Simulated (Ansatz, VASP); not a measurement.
# InP: VASP beside Ansatz

One calculation is typed for both programs; each brings its own data sets and cutoff. How far apart do they land? The cell comes out of the VASP series on this material, whose earlier steps may have relaxed, scaled or displaced it; both programs get it as it stands.

Method: plane waves, with VASP 6.6.1 beside it; relaxation of cell and atoms at LDA and single point at HSE06, in Ansatz 0.2.0.

## Step 1: Starting point

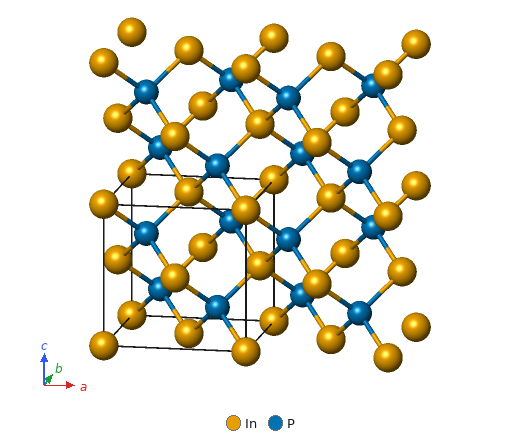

The starting structure, seen slightly off an axis (indium orange, phosphorus blue). 2×1×2 cells are drawn. This picture shows the conventional cell, with its axes. Bonds to atoms that aren't drawn are left out. Some periodic images of atoms are drawn too.

## Step 2: Ansatz: relaxation of cell and atoms, LDA

Ansatz runs on its default PAW (the set named soft_2) files.

The relaxed volume is the usual yardstick between codes: its relative difference is about their pressure difference at one cell divided by the bulk modulus.

File input.yaml:

```yaml
crystal:
  lattice:
    - [0.0, 2.9143007957, 2.9143007957]
    - [2.9143007957, 0.0, 2.9143007957]
    - [2.9143007957, 2.9143007957, 0.0]
  atoms:
    - { symbol: In, position: [0.0, 0.0, 0.0] }
    - { symbol: P, position: [0.25, 0.25, 0.25] }
hamiltonian:
  xc: lda
  pseudopotentials: { kind: paw }
kpoints:
  mp_grid: { grid: [9, 9, 9] }
scf:
  occupations: { method: gaussian, width: 0.02 }
relax:
  f_tol: 0.01
  max_steps: 60
  cell: { stress_tol: 0.05 }
output:
  forces: true
  stress: true
  write_density: true
  write_potential: true
  elf: true
  volumetric_format: npy
```

Command:

```bash
> ansatz run input.yaml --threads 4 --pin off --max-ram 9216MiB --backend cpu --events-out ev --progress --plain --runs-dir out
```

Numbers of over 12 decimals in the logs are rounded to 6 here.

What it wrote:

```text
Engine: ansatz 0.2.0, aarch64-unknown-linux-gnu
Pseudopotentials: kind: paw
Pseudopotential: In, paw, valence charge 13, recommended cutoff 420 eV (normal), In.paw.azcp
Pseudopotential: P, paw, valence charge 5, recommended cutoff 420 eV (normal), P.paw.azcp
Functional definition: SPW92
  exchange = slater_x
  correlation = pw_c
Crystal: 2 atoms, lattice volume = 49.503 Å³
Basis set: ecut = 420 eV, 941 PW (Γ)
Bands: 13, of which v1, the nominal top of the filled ones, is band 9 counted from 1 (8 counted from 0)
Symmetry: 24 space group operations
Space group: F-43m (ITA 216), of the structure as read, at distance tolerance 3.7e-5 Å
k-points: 35 of 729 (time reversal used)
Non-local potential: In, projectors of the file, l = 0: 2, l = 1: 2, l = 2: 2, l = 3: 2
Non-local potential: P, projectors of the file, l = 0: 2, l = 1: 2, l = 2: 2
PAW form: soft (Blöchl's): semilocal exchange-correlation on the pseudo side does not see the compensation charge
PAW frozen core: In, regenerated for the run's functional, and the local potential with it (the file was generated under x = pbe(κ = 0.804, μ = 0.219515), c = pbe(β = 0.066725))
PAW frozen core: P, regenerated for the run's functional, and the local potential with it (the file was generated under x = pbe(κ = 0.804, μ = 0.219515), c = pbe(β = 0.066725))
PAW one-centre angular grid: In, 590 points (default); XC on 64 Gauss nodes
PAW one-centre angular grid: P, 110 points (default); XC on 64 Gauss nodes
Initial density: superposition of atomic densities (neutral atoms: chi_scale 0, normalization atom), corrected by the library's trained network
Initial wavefunctions: pseudopotential atomic-orbital guess
Functional: x = slater, c = lda
SCF iter   1: F=—  HF=-6183.564538 eV  |F-HF|=—  |Δ(HF+E_count)|=         —  Δρ=8.20e-3  dr2=3.50e-2  ethr=1.77e-3  ⟨swp⟩=6.4  Hψ=3135  notcnv=0
preconditioner: auto → none  [insulator: Δε(μ)=0.511 eV  Ē_g=14.648 eV  σ=0.020 eV  W_gap=1.00  n_scr=14 (ndim 8)  ℏωp=22.4 eV  f_vac=0.018  D(μ)=0.00/eV (n_scr^D=0)  ε∞_Penn≈3.3]
SCF iter   2: F=—  HF=-6183.552620 eV  |F-HF|=—  |Δ(HF+E_count)|=   1.19e-2  Δρ=2.76e-3  dr2=2.13e-3  ethr=1.94e-4  ⟨swp⟩=3.3  Hψ=1034  notcnv=0
SCF iter   3: F=—  HF=-6183.552092 eV  |F-HF|=—  |Δ(HF+E_count)|=   5.28e-4  Δρ=8.46e-4  dr2=3.71e-4  ethr=1.18e-5  ⟨swp⟩=2.1  Hψ=910  notcnv=0
SCF iter   4: F=—  HF=-6183.551999 eV  |F-HF|=—  |Δ(HF+E_count)|=   9.31e-5  Δρ=2.84e-4  dr2=2.39e-5  ethr=2.06e-6  ⟨swp⟩=3.0  Hψ=810  notcnv=0
SCF iter   5: F=—  HF=-6183.551992 eV  |F-HF|=—  |Δ(HF+E_count)|=   6.89e-6  Δρ=2.02e-5  dr2=2.02e-7  ethr=1.33e-7  ⟨swp⟩=2.2  Hψ=595  notcnv=0
SCF iter   6: F=-6183.551992 eV  HF=-6183.551992 eV  |F-HF|=4.10e-9  |Δ(HF+E_count)|=   1.69e-8  Δρ=3.74e-6  dr2=6.02e-9  ethr=5.56e-10  ⟨swp⟩=9.3  Hψ=2706  notcnv=0
SCF 1 converged in 6 iterations: F = -6183.551992 eV  dr2 = 6.02e-9
  greatest PAW one-centre occupation: 0.982 electrons in one spin orbital (limit 2), on the In atom at site 0 (counted from 0), in its partial waves of l = 2
relax step   1: F+E_penalty+E_count = -6183.55199161 eV  Δ(F+E_penalty+E_count) = +0.000e0 eV  max|allowed force component| = 2.498e-16 eV/Å  Δτ_max = 0.0000 Å  P = -0.067 GPa  Ω = 49.503 Å³  (6 SCF iters, dr2 threshold 1.00e-7 eV, accepted)
[...]
relax step   2: F+E_penalty+E_count = -6183.55201352 eV  Δ(F+E_penalty+E_count) = -2.191e-5 eV  max|allowed force component| = 6.939e-17 eV/Å  Δτ_max = 0.0000 Å  P = +0.009 GPa  Ω = 49.451 Å³  energy of the carried Pulay correction = +1.241e-5 eV  (4 SCF iters, dr2 threshold 1.12e-8 eV, accepted)
[...]
relax step   3: F+E_penalty+E_count = -6183.55200747 eV  Δ(F+E_penalty+E_count) = +6.046e-6 eV  max|allowed force component| = 5.089e-17 eV/Å  Δτ_max = 0.0000 Å  P = +0.009 GPa  Ω = 49.451 Å³  stress off target by 8.64e-3 GPa  SCF on the basis re-selected at this cell (its energy is not comparable with the rows above)  (5 SCF iters)
basis re-selected at this cell: Δ(F+E_penalty+E_count) = +6.046e-6 eV, ΔP = -0.000 GPa vs the last step (what re-selecting the basis moved, of the pressure what is left beyond the Pulay correction that the steps carried, after the strain that the cell walked since its last selection, with what the two solves' SCF thresholds leave and, on support functions, any second-order correction that the steps lacked; it is no m [...]
SCF converged after 5 iterations
Free energy (F): -6183.552007 eV
Harris-Foulkes:  -6183.552007 eV  (|F-HF|=6.37e-12)
Internal energy: -6183.552007 eV  (E = F + TS)
E sigma→0 (E₀):  -6183.552007 eV
Fermi energy:    7.258704 eV
--- Per-component energies (eV) ---
  E_band       = -53.654182
  E_kinetic    = 314.948226
  E_local      = -1392.085547  (includes V_loc(G=0)·N_el)
  E_nonlocal   = 405.766430
  E_hartree    = 546.313167
  E_xc         = -274.601720
  E_vxc        = -161.885665  (∫ρ·V_xc dr)
  E_paw        = -4556.366549  (= ΣΔE_a)
  E_vpaw       = -313.024060  (= ΣTr[D̂ρ^β])
  E_aug_tail   = 0.000029  (compensation charges beyond the density's cutoff)
  E_ewald      = -1227.927932
  E_core_change = 0.401888  (= ΣΔE_core)
  E_smearing   = -0.000000  (= −TS)
  E_closure    = 0.000000  (closes the sum)
  Σ components = -6183.552007   (vs F -6183.552007, Δ=0.00e0)
--- Forces (eV/Å), atoms counted from 1 ---
  atom   1  In     0.00000000    -0.00000000    -0.00000000
  atom   2  P     -0.00000000    -0.00000000     0.00000000
  max |Σ_I F_I| component: 8.33e-17 eV/Å
--- Stress (GPa, compression-positive) ---
        0.008640      -0.000000      -0.000000
       -0.000000       0.008640       0.000000
        0.000000       0.000000       0.008640
  P = ⅓ Tr σ = 0.0086 GPa (0.086 kbar)
--- Band table (eV; the first three rows and the last of 35) ---
  k-point 0: bands = [... 5 lower, -4.7119, 6.9693, 6.9693, 6.9693, 7.5473, 10.9264, 10.9264, 10.9264]
  k-point 1: bands = [... 5 lower, -4.5651, 5.5761, 6.8095, 6.8095, 8.4429, 11.0297, 11.1608, 11.1608]
  k-point 2: bands = [... 5 lower, -4.1472, 3.8328, 6.4698, 6.4698, 8.6624, 11.5789, 11.5789, 11.8693]
  k-point 34: bands = [... 5 lower, -2.2011, 1.2278, 3.7232, 4.2693, 10.9313, 11.1749, 12.2092, 13.7468]
--- Relaxed structure (2 steps of the walk, 2 accepted, 1 SCFs on fresh bases) ---
  F+E_penalty+E_count = -6183.55200747 eV   max|allowed force component| = 5.089e-17 eV/Å   (the final SCF, on the basis selected at the relaxed cell)
  cell:  # Å, volume = 49.4507 Å³
    - [0, 2.913270, 2.913270]
    - [2.913270, 0, 2.913270]
    - [2.913270, 2.913270, 0]
  atoms:
    - { symbol: In, position: [0, 0, 0] }
    - { symbol: P, position: [0.25, 0.25, 0.25] }
```

The job ended after 2.2 s (4 threads of Arm Neoverse V1, shared host; peak memory 0.35 GiB).

## Step 3: VASP: relaxation of cell and atoms, LDA

The same cell, functional (in two slightly different forms), mesh and smearing now go to VASP, with its own data sets and cutoff.

Lines of VASP's logs that name or quote its potential files are left out, and so is its time.

File INCAR:

```
SYSTEM = InP
PREC = Accurate
ENCUT = 450
EDIFF = 1E-07
NELM = 120
ISMEAR = 0
SIGMA = 0.02
LREAL = .FALSE.
ALGO = Normal
GGA = CA
NBANDS = 15
LASPH = .TRUE.
LORBIT = 11
LWAVE = .FALSE.
LCHARG = .FALSE.
KPAR = 16
IBRION = 2
NSW = 40
ISIF = 3
EDIFFG = -0.005
POTIM = 0.4
```

File POSCAR:

```
InP
1.0
    0.0000000000      2.9143007957      2.9143007957
    2.9143007957      0.0000000000      2.9143007957
    2.9143007957      2.9143007957      0.0000000000
In P
1 1
Direct
    0.0000000000      0.0000000000      0.0000000000
    0.2500000000      0.2500000000      0.2500000000
```

File KPOINTS:

```
Automatic mesh
0
Gamma
9 9 9
0 0 0
```

PAW data sets: In_d and P (LDA family, release 64).

Command:

```bash
> mpirun -np 16 vasp_std
```

What it wrote:

```text
[banner, memory and clock lines left out]
running   16 mpi-ranks, on    1 nodes
 distrk:  each k-point on    1 cores,   16 groups
 distr:  one band on    1 cores,    1 groups

 POSCAR found type information on POSCAR InP
 POSCAR found :  2 types and       2 ions
|                                                                             |
|           W    W    AA    RRRRR   N    N  II  N    N   GGGG   !!!           |
|           W    W   A  A   R    R  NN   N  II  NN   N  G    G  !!!           |
|           W    W  A    A  R    R  N N  N  II  N N  N  G       !!!           |
|           W WW W  AAAAAA  RRRRR   N  N N  II  N  N N  G  GGG   !            |
|           WW  WW  A    A  R   R   N   NN  II  N   NN  G    G                |
|           W    W  A    A  R    R  N    N  II  N    N   GGGG   !!!           |
|                                                                             |
|     For optimal performance we recommend to set                             |
|       NCORE = 2 up to number-of-cores-per-socket                            |
|     NCORE specifies how many cores store one orbital (NPAR=cpu/NCORE).      |
|     This setting can greatly improve the performance of VASP for DFT.       |
|     The default, NCORE=1 might be grossly inefficient on modern             |
|     multi-core architectures or massively parallel machines. Do your        |
|     Unfortunately you need to use the default for GW and RPA                |
|     calculations (for HF NCORE is supported but not extensively tested      |
|     yet).                                                                   |
|                                                                             |

 LDA part: xc-table for (Slater(with rela. corr.)+CA(PZ))
 , standard interpolation
 POSCAR, INCAR and KPOINTS ok, starting setup
 FFT: planning ... GRIDC
 FFT: planning ... GRID_SOFT
 FFT: planning ... GRID
 WAVECAR not read
 entering main loop
       N       E                     dE             d eps       ncg     rms          rms(c)
DAV:   1     0.105700730418E+03    0.10570E+03   -0.77610E+03  1050   0.123E+03
DAV:   2    -0.282393452330E+01   -0.10852E+03   -0.10462E+03  1134   0.290E+02
DAV:   3    -0.992338063219E+01   -0.70994E+01   -0.70669E+01  1421   0.768E+01
DAV:   4    -0.101084350261E+02   -0.18505E+00   -0.18500E+00  1282   0.134E+01
DAV:   5    -0.101168318214E+02   -0.83968E-02   -0.83966E-02  1589   0.246E+00    0.597E+00
DAV:   6    -0.972212138028E+01    0.39471E+00   -0.61020E-01  1646   0.136E+01    0.357E+00
DAV:   7    -0.967918387249E+01    0.42938E-01   -0.15400E-01  1503   0.333E+00    0.119E+00
DAV:   8    -0.967395262027E+01    0.52313E-02   -0.13960E-02  1446   0.145E+00    0.398E-01
DAV:   9    -0.967370757380E+01    0.24505E-03   -0.11030E-03  1407   0.402E-01    0.181E-01
DAV:  10    -0.967373894393E+01   -0.31370E-04   -0.15607E-04  1715   0.152E-01    0.113E-01
DAV:  11    -0.967374252881E+01   -0.35849E-05   -0.30430E-05  1617   0.873E-02    0.675E-02
DAV:  12    -0.967374019587E+01    0.23329E-05   -0.51618E-06  1337   0.205E-02    0.122E-02
DAV:  13    -0.967374017367E+01    0.22197E-07   -0.42627E-07  1302   0.357E-03
   1 F= -.96737402E+01 E0= -.96737402E+01  d E =-.967374E+01
 curvature:   0.00 expect dE= 0.000E+00 dE for cont linesearch  0.000E+00
 trial: gam= 0.00000 g(F)=  0.245E-47 g(S)=  0.105E-05 ort = 0.000E+00 (trialstep = 0.100E+01)
 search vector abs. value=  0.105E-05
 reached required accuracy - stopping structural energy minimisation
```

Parts of OUTCAR (step 3):

```text
ion  position               nearest neighbor table
   1  0.000  0.000  0.000-   2 2.52   2 2.52   2 2.52   2 2.52
   2  0.250  0.250  0.250-   1 2.52   1 2.52   1 2.52   1 2.52

  LATTYP: Found a face centered cubic cell.
 ALAT       =     5.8286015914

 Subroutine GETGRP returns: Found 24 space group operations
 (whereof 24 operations were pure point group operations)

The static configuration has the point symmetry T_d .

 Found     35 irreducible k-points:

   k-points           NKPTS =     35   k-points in BZ     NKDIM =     35   number of bands    NBANDS=     15

   dimension x,y,z NGX =    30 NGY =   30 NGZ =   30
   dimension x,y,z NGXF=    60 NGYF=   60 NGZF=   60

   ENCUT  =  450.0 eV  33.07 Ry    5.75 a.u.   7.13  7.13  7.13*2*pi/ulx,y,z

   NELECT =      18.0000    total number of electrons

 k-points in reciprocal lattice and weights: Automatic mesh
   0.00000000  0.00000000  0.00000000       0.001
   0.11111111  0.00000000  0.00000000       0.011
   0.22222222  0.00000000  0.00000000       0.011
   0.33333333  0.00000000  0.00000000       0.011
   0.44444444  0.00000000  0.00000000       0.011
   0.11111111  0.11111111  0.00000000       0.008
   0.22222222  0.11111111  0.00000000       0.033
   0.33333333  0.11111111  0.00000000       0.033
   0.44444444  0.11111111  0.00000000       0.033
[...]
-0.33333333  0.44444444  0.11111111       0.033
  -0.33333333  0.44444444  0.22222222       0.033

 average (electrostatic) potential at core
       1 -95.0712       2 -83.8425

 E-fermi :   5.2894

 k-point     1 :       0.0000    0.0000    0.0000
  band No.  band energies     occupation
    ...
      5      -8.8653      2.00000
      6      -6.4671      2.00000
      7       5.1940      2.00000
      8       5.1940      2.00000
      9       5.1940      2.00000
     10       5.7950      0.00000
     11       9.1569      0.00000
     12       9.1569      0.00000
     13       9.1569      0.00000
     14      13.5574      0.00000
    ...

 k-point     2 :       0.1111    0.0000    0.0000
  band No.  band energies     occupation
    ...
      5      -8.8653      2.00000
      6      -6.3206      2.00000
      7       3.8103      2.00000
      8       5.0345      2.00000
      9       5.0345      2.00000
     10       6.6823      0.00000
     11       9.2600      0.00000
     12       9.3914      0.00000
     13       9.3914      0.00000
     14      14.0614      0.00000
    ...

 k-point     3 :       0.2222    0.0000    0.0000
  band No.  band energies     occupation
    ...
      5      -8.8636      2.00000
      6      -5.9036      2.00000
      7       2.0690      2.00000
      8       4.6954      2.00000
      9       4.6954      2.00000
     10       6.9023      0.00000
     11       9.8095      0.00000
     12       9.8095      0.00000
     13      10.0981      0.00000
     14      13.6872      0.00000
    ...

  Total       -0.0042519     -0.0042519     -0.0042519      0.0000000      0.0000000      0.0000000
  in kB       -0.1376135     -0.1376135     -0.1376135      0.0000000      0.0000000      0.0000000
  external PRESSURE =      -0.1376135 kB  Pullay stress =       0.0000000 kB

  energy-cutoff  :      450.00
  volume of cell :       49.50
      direct lattice vectors                 reciprocal lattice vectors
     0.000000000  2.914300796  2.914300796    -0.171567740  0.171567740  0.171567740
     2.914300796  0.000000000  2.914300796     0.171567740 -0.171567740  0.171567740
     2.914300796  2.914300796  0.000000000     0.171567740  0.171567740 -0.171567740

 POSITION                                       TOTAL-FORCE (eV/Angst)
 -----------------------------------------------------------------------------------
      0.00000      0.00000      0.00000        -0.000000     -0.000000     -0.000000
      1.45715      1.45715      1.45715         0.000000      0.000000      0.000000
 -----------------------------------------------------------------------------------
    total drift:                               -0.000000     -0.000000     -0.000000

  FREE ENERGIE OF THE ION-ELECTRON SYSTEM (eV)
  ---------------------------------------------------
  free  energy   TOTEN  =        -9.6737401737 eV

  energy  without entropy=       -9.6737401737  energy(sigma->0) =       -9.67374017

 reached required accuracy - stopping structural energy minimisation

 total charge
# of ion       s       p       d       tot
------------------------------------------
    1        0.846   0.802   9.899  11.546
    2        1.034   1.493   0.000   2.527
--------------------------------------------------
tot          1.880   2.294   9.899  14.073

[... 3 further parts left out ...]
```

## Step 4: Comparison

Known differences besides the PAW data sets themselves: the two LDA forms differ slightly; both relaxations stop at a tolerance, which leaves soft axes loose, and VASP keeps its plane-wave basis; the cutoff is 420 eV in Ansatz and 450 eV in VASP; Ansatz makes its cores anew for this functional, VASP keeps those of its LDA data sets; Ansatz adds a Pulay correction to the stress that steers its cell, VASP none. Total energies have different zeros and are not compared.

Both answers:

```csv
quantity,Ansatz,VASP,difference
volume (Å³),49.45,49.50,-0.11 %
"edge a after relaxation, in the typed setting (Å)",4.120,4.121,-0.03 %
```

The walks stopped with 0.01 GPa left in Ansatz and -0.01 GPa in VASP; each walk ends within a tolerance, so the volume difference is uncertain by about these residues over the bulk modulus, most in soft cells.

(Part 1 of 2 ends here.)

[Lines on the potential files, build, host, timing and source positions are cut from VASP's logs without a mark.]

[Logs are printed without paths, hosts, clocks, repeated set-up lines and the standing remarks that a program may print on its own settings, such as how far it seeks lower states.]

[Hosts, paths, dates, database ids (printed as entryN), source tags and the programs' standing remarks are cut or masked in the printed files.]
